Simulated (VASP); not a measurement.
Band structure of YSe (relaxed from the zinc blende structure, space group F-43m). Calculation: r2SCAN meta-GGA, VASP's PBE PAW potentials (set 64) (plane waves; VASP).

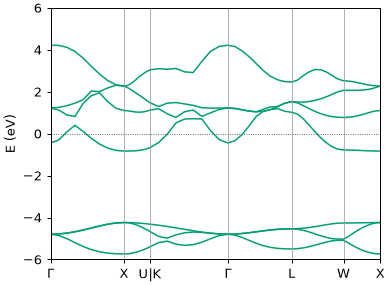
Figure. Bands along high-symmetry lines, zero at the valence-band maximum or, without a gap, the Fermi level

Task: Read the plot: is there a gap, and where are the band edges?

Result: It has no gap at this level: it comes out as a metal or semimetal.

The structure was generated: YSe was put into the zinc blende type (F-43m), which need not be its known phase. It was relaxed first, which changed the volume by -30 %. The electron count is odd and the run is not spin-polarised, which forces a metal.
